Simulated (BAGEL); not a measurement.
**One shape, several levels: VCl3O (vanadium oxytrichloride)**

Aim: a comparison of 6 runs (HF/3-21G, HF/6-31G*, B3LYP/6-31G*, B3LYP/cc-pVDZ, PBE0/cc-pVDZ, RI-MP2/cc-pVDZ) of VCl3O (vanadium oxytrichloride). 

Program for the calculation: BAGEL 1.2.2.

5 further runs of the same task are left out: 5 that didn't finish.

**1. The system as given**

VCl3O has 5 atoms, charge 0, and is taken as a singlet. SMILES: `[O]=[V]([Cl])([Cl])[Cl]`. The shape is that of a PBE0-D4/def2-TZVP optimisation.

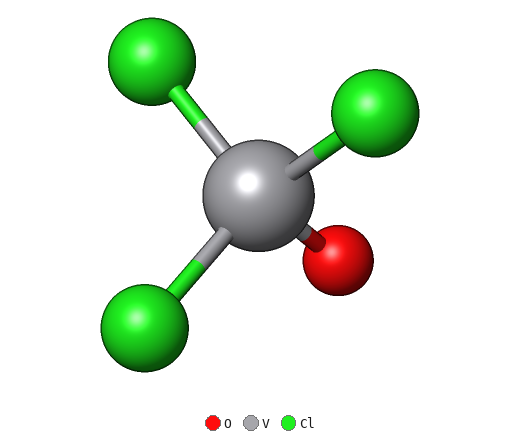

Viewed from a chosen angle; oxygen red, vanadium grey, chlorine green.

**2. The energy at HF/3-21G (density fitting with qzvpp-jkfit) (run 1)**

input.json

```json
{ "bagel": [

{
  "title": "molecule",
  "basis": "3-21g",
  "df_basis": "qzvpp-jkfit",
  "angstrom": "true",
  "geometry": [
    { "atom": "O", "xyz": [       0.181800,      -1.400850,       0.816180 ] },
    { "atom": "V", "xyz": [       0.010330,      -0.079640,       0.046420 ] },
    { "atom": "Cl", "xyz": [      -1.215930,       1.214750,       1.207020 ] },
    { "atom": "Cl", "xyz": [      -0.911920,      -0.510400,      -1.821740 ] },
    { "atom": "Cl", "xyz": [       1.935710,       0.776150,      -0.247870 ] }
  ]
},

{
  "title": "hf"
},

{
  "title": "print",
  "file": "orbitals.molden",
  "orbitals": "true"
}

]}
```

Command:

```sh
BAGEL_NUM_THREADS=1 BAGEL input.json > input.out
```

Standard output:

```text
* using 1 threads per process

  ===============================================================
  ===============================================================

  *** Geometry ***

  { "atom" : "O", "xyz" : [      0.343552,     -2.647223,      1.542357 ] },
  { "atom" : "V", "xyz" : [      0.019521,     -0.150498,      0.087721 ] },
  { "atom" : "Cl", "xyz" : [     -2.297775,      2.295545,      2.280937 ] },
  { "atom" : "Cl", "xyz" : [     -1.723279,     -0.964516,     -3.442590 ] },
  { "atom" : "Cl", "xyz" : [      3.657962,      1.466711,     -0.468406 ] },

  Number of auxiliary basis functions:      725

  Since a DF basis is specified, we compute 2- and 3-index integrals:
    o Being stored without compression. Storage requirement is 0.033 GB

  Number of basis functions:       75
  Number of electrons      :       82

    * METHOD: MOLECULE                             1.02

  *** RHF ***

  === Nuclear Repulsion ===
   558.3548988563

      * DIIS with orbital gradients will be used.

  === RHF iteration (3-21g) ===
      0      -2383.78537060          0.03805747           0.26
      1      -2373.89721114          0.18395627           0.24
      2      -2384.30807269          0.03583765           0.24
      3      -2384.53474406          0.02044938           0.24
      4      -2384.63353601          0.00870440           0.24
      5      -2384.65621679          0.00078864           0.26
      6      -2384.65659585          0.00047111           0.26
      7      -2384.65672336          0.00016649           0.24
      8      -2384.65683323          0.00008470           0.27
      9      -2384.65685430          0.00003266           0.27
     10      -2384.65685804          0.00001547           0.26
     11      -2384.65685914          0.00000544           0.25
     12      -2384.65685923          0.00000231           0.25
     13      -2384.65685924          0.00000145           0.28
     14      -2384.65685925          0.00000050           0.29
     15      -2384.65685925          0.00000023           0.27
     16      -2384.65685925          0.00000011           0.27
     17      -2384.65685925          0.00000006           0.28
     18      -2384.65685925          0.00000005           0.28
     19      -2384.65685925          0.00000003           0.28
     20      -2384.65685925          0.00000002           0.28
     21      -2384.65685925          0.00000001           0.25
    * SCF iteration converged.

    * Permanent dipole moment:
           (   -0.024538,     0.188916,    -0.110097) a.u.

    * METHOD: HF                                   6.27

    * METHOD: PRINT                                0.02

  ===============================================================
```

Wall time 7.5 s (1 thread of Intel Xeon Platinum 8259CL at 2.50GHz (Skylake/Cascade Lake), shared host); peak memory 0.18 GiB.

**3. The energy at HF/6-31G(d) (density fitting with qzvpp-jkfit, spherical functions) (run 2)**

calc.json

```json
{ "bagel": [

{
  "title": "molecule",
  "basis": "6-31gs.json",
  "df_basis": "qzvpp-jkfit",
  "angstrom": true,
  "geometry": [
    { "atom": "O", "xyz": [    0.181800,   -1.400850,    0.816180 ] },
    { "atom": "V", "xyz": [    0.010330,   -0.079640,    0.046420 ] },
    { "atom": "Cl", "xyz": [   -1.215930,    1.214750,    1.207020 ] },
    { "atom": "Cl", "xyz": [   -0.911920,   -0.510400,   -1.821740 ] },
    { "atom": "Cl", "xyz": [    1.935710,    0.776150,   -0.247870 ] }
  ]
},
{
  "title": "hf"
},
{
  "title": "print",
  "file": "orbitals.molden",
  "orbitals": true
}

]}
```

The basis set 6-31G* is read from a file made from the Basis Set Exchange's data (not shown).

Command:

```sh
BAGEL_NUM_THREADS=1 BAGEL calc.json > calc.out
```

Standard output:

```text
* using 1 threads per process

  ===============================================================
  ===============================================================

  *** Geometry ***

  { "atom" : "O", "xyz" : [      0.343552,     -2.647223,      1.542357 ] },
  { "atom" : "V", "xyz" : [      0.019521,     -0.150498,      0.087721 ] },
  { "atom" : "Cl", "xyz" : [     -2.297775,      2.295545,      2.280937 ] },
  { "atom" : "Cl", "xyz" : [     -1.723279,     -0.964516,     -3.442590 ] },
  { "atom" : "Cl", "xyz" : [      3.657962,      1.466711,     -0.468406 ] },

  Number of auxiliary basis functions:      725

  Since a DF basis is specified, we compute 2- and 3-index integrals:
    o Being stored without compression. Storage requirement is 0.060 GB

  Number of basis functions:      102
  Number of electrons      :       82

    * METHOD: MOLECULE                             1.41

  *** RHF ***

  === Nuclear Repulsion ===
   558.3548988563

      * DIIS with orbital gradients will be used.

  === RHF iteration (6-31gs.json) ===
      0      -2395.35434847          0.02904545           0.40
      1      -2386.53705016          0.13251308           0.31
      2      -2395.93574734          0.01905599           0.29
      3      -2396.09711469          0.00748535           0.29
      4      -2396.12493506          0.00319948           0.29
      5      -2396.13135585          0.00027893           0.29
      6      -2396.13152312          0.00017736           0.30
      7      -2396.13168870          0.00009791           0.31
      8      -2396.13175114          0.00004194           0.29
      9      -2396.13176255          0.00001952           0.29
     10      -2396.13176523          0.00000844           0.36
     11      -2396.13176566          0.00000342           0.35
     12      -2396.13176572          0.00000208           0.35
     13      -2396.13176572          0.00000166           0.31
     14      -2396.13176572          0.00000058           0.29
     15      -2396.13176573          0.00000030           0.30
     16      -2396.13176573          0.00000017           0.29
     17      -2396.13176573          0.00000011           0.30
     18      -2396.13176573          0.00000007           0.29
     19      -2396.13176573          0.00000005           0.29
     20      -2396.13176573          0.00000004           0.29
     21      -2396.13176573          0.00000003           0.30
     22      -2396.13176573          0.00000001           0.30
     23      -2396.13176573          0.00000001           0.31
    * SCF iteration converged.

    * Permanent dipole moment:
           (    0.009986,    -0.077162,     0.044938) a.u.

    * METHOD: HF                                   8.16

    * METHOD: PRINT                                0.04

  ===============================================================
```

Run time: 9.9 s. Hardware: 1 thread of Intel Xeon Platinum 8259CL at 2.50GHz (Skylake/Cascade Lake), shared host; peak memory 0.25 GiB.

Runs 3 to 5 aren't shown in full; the table further down has their settings and results.

**4. The energy at RI-MP2/cc-pVDZ (density fitting with qzvpp-jkfit) (run 6)**

calc.json

```json
{ "bagel" : [

{
  "title" : "molecule",
  "basis" : "cc-pvdz.json",
  "df_basis" : "qzvpp-jkfit",
  "angstrom" : true,
  "geometry" : [
    { "atom" : "O", "xyz" : [       0.181800,      -1.400850,       0.816180 ] },
    { "atom" : "V", "xyz" : [       0.010330,      -0.079640,       0.046420 ] },
    { "atom" : "Cl", "xyz" : [      -1.215930,       1.214750,       1.207020 ] },
    { "atom" : "Cl", "xyz" : [      -0.911920,      -0.510400,      -1.821740 ] },
    { "atom" : "Cl", "xyz" : [       1.935710,       0.776150,      -0.247870 ] }
  ]
},

{ "title" : "hf" },

{ "title" : "mp2", "ncore" : 21 }

]}
```

The basis set cc-pVDZ is read from a file made from the Basis Set Exchange's data (not shown).

Command:

```sh
BAGEL_NUM_THREADS=1 BAGEL calc.json > calc.out
```

Standard output:

```text
* using 1 threads per process

  ===============================================================
  ===============================================================

  *** Geometry ***

  { "atom" : "O", "xyz" : [      0.343552,     -2.647223,      1.542357 ] },
  { "atom" : "V", "xyz" : [      0.019521,     -0.150498,      0.087721 ] },
  { "atom" : "Cl", "xyz" : [     -2.297775,      2.295545,      2.280937 ] },
  { "atom" : "Cl", "xyz" : [     -1.723279,     -0.964516,     -3.442590 ] },
  { "atom" : "Cl", "xyz" : [      3.657962,      1.466711,     -0.468406 ] },

  Number of auxiliary basis functions:      725

  Since a DF basis is specified, we compute 2- and 3-index integrals:
    o Being stored without compression. Storage requirement is 0.071 GB

  Number of basis functions:      111
  Number of electrons      :       82

    * METHOD: MOLECULE                             1.12

  *** RHF ***

  === Nuclear Repulsion ===
   558.3548988563

      * DIIS with orbital gradients will be used.

  === RHF iteration (cc-pvdz.json) ===
      0      -2395.79766543          0.02065380           0.38
      1      -2390.79173234          0.10105719           0.37
      2      -2396.11747177          0.01696754           0.38
      3      -2396.30596285          0.00389952           0.40
      4      -2396.31610502          0.00123854           0.36
      5      -2396.31792698          0.00034155           0.35
      6      -2396.31821670          0.00023555           0.37
      7      -2396.31843401          0.00008541           0.35
      8      -2396.31849457          0.00004472           0.34
      9      -2396.31850949          0.00002720           0.34
     10      -2396.31851643          0.00001242           0.34
     11      -2396.31851778          0.00000658           0.34
     12      -2396.31851793          0.00000357           0.34
     13      -2396.31851795          0.00000152           0.33
     14      -2396.31851796          0.00000080           0.34
     15      -2396.31851796          0.00000032           0.34
     16      -2396.31851796          0.00000014           0.40
     17      -2396.31851796          0.00000008           0.38
     18      -2396.31851796          0.00000005           0.40
     19      -2396.31851796          0.00000004           0.39
     20      -2396.31851796          0.00000002           0.39
     21      -2396.31851796          0.00000001           0.34
     22      -2396.31851796          0.00000001           0.33
    * SCF iteration converged.

    * Permanent dipole moment:
           (    0.019734,    -0.152282,     0.088709) a.u.

    * METHOD: HF                                   9.03

  *** RHF ***

  === Nuclear Repulsion ===
   558.3548988563

      * DIIS with orbital gradients will be used.

  === RHF iteration (cc-pvdz.json) ===
      0      -2396.31851796          0.00000001           0.32
    * SCF iteration converged.

    * Permanent dipole moment:
           (    0.019734,    -0.152283,     0.088709) a.u.

  === DF-MP2 calculation ===

    * freezing 21 orbitals
    * 3-index integral transformation done
    * assembly done

      MP2 correlation energy:   -1.1762117025      0.20

      MP2 total energy:       -2397.4947296619

    * METHOD: MP2                                  0.88

  ===============================================================
```

Run time: 11 s. Hardware: 1 thread of Intel Xeon Platinum 8259CL at 2.50GHz (Skylake/Cascade Lake), shared host; peak memory 0.27 GiB.

**5. All runs side by side**

| run | level | frozen core orbitals | energy (Eh) | dipole moment (D) | HOMO energy (eV) | LUMO energy (eV) | wall time |
| --- | --- | --- | --- | --- | --- | --- | --- |
| 1 | HF/3-21G (density fitting with qzvpp-jkfit) | – | -2384.656859 | 0.56 | -13.35 | -1.83 | 7.5 s |
| 2 | HF/6-31G* (density fitting with qzvpp-jkfit, spherical functions) | – | -2396.131766 | 0.23 | -13.00 | -1.14 | 9.9 s |
| 3 | B3LYP/6-31G* (density fitting with qzvpp-jkfit, spherical functions) | – | -2399.939903 | 0.34 | -9.48 | -4.74 | 62 s |
| 4 | B3LYP/cc-pVDZ (density fitting with qzvpp-jkfit) | – | -2400.129219 | 0.55 | -9.43 | -4.69 | 50 s |
| 5 | PBE0/cc-pVDZ (density fitting with qzvpp-jkfit) | – | -2399.320005 | 0.49 | -9.75 | -4.55 | 53 s |
| 6 | RI-MP2/cc-pVDZ (density fitting with qzvpp-jkfit) | 21 | -2397.494730 | – | – | – | 11 s |

**6. Outcome**

| quantity | value |
| --- | --- |
| run 6: total energy | -2397.49473 Eh |
| run 6: correlation energy (21 core orbitals frozen) | -1176.2 mEh |

Over runs 1, 2, 3, 4, 5 the dipole moment (its size) runs from 0.23 D (HF/6-31G*) to 0.56 D (HF/3-21G). The two dipoles point in opposite directions. Over runs 1, 2, 3, 4, 5 the HOMO–LUMO gap runs from 4.73 eV (B3LYP/cc-pVDZ) to 11.86 eV (HF/6-31G*). The two ends differ in method and basis. Totals of different functionals can't be ranked against each other. All runs together took 3.2 min, the longest 62 s.
